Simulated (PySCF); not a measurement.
SMILES C#CCCC(C)(C)C at its GFN2-xTB optimised geometry (Å):

```
22

C     -1.3909    -2.7179    -3.6593
C     -0.8898    -2.3027    -2.6551
C     -0.3010    -1.7685    -1.4439
C     -0.6933    -0.2974    -1.2653
C     -0.1416     0.3832     0.0000
C     -0.6537    -0.3118     1.2640
C      1.3891     0.3832     0.0000
C     -0.6356     1.8342     0.0000
H     -1.8222    -3.0968    -4.5370
H      0.7850    -1.8688    -1.5128
H     -0.6522    -2.3631    -0.5970
H     -1.7844    -0.2325    -1.2492
H     -0.3478     0.2589    -2.1406
H     -0.2391    -1.3121     1.3609
H     -0.3641     0.2554     2.1460
H     -1.7391    -0.3861     1.2481
H      1.7727     0.8201    -0.9197
H      1.7844    -0.6250     0.0961
H      1.7629     0.9688     0.8373
H     -0.2682     2.3631     0.8768
H     -0.2857     2.3590    -0.8864
H     -1.7229     1.8694     0.0109
```

Method: PBE/def2-SVP (PySCF). Cells within 0.4 Å of a nucleus heavier than hydrogen are left out (blank, or x).

Map of the electron localisation function on the plane z = 0.0 Å:

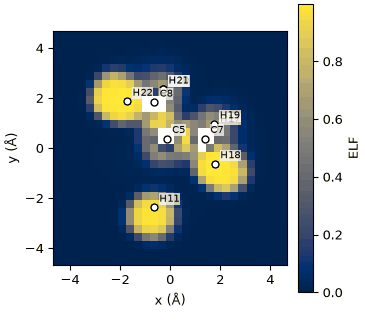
Figure: Electron localisation function on the plane z = 0.0 Å.
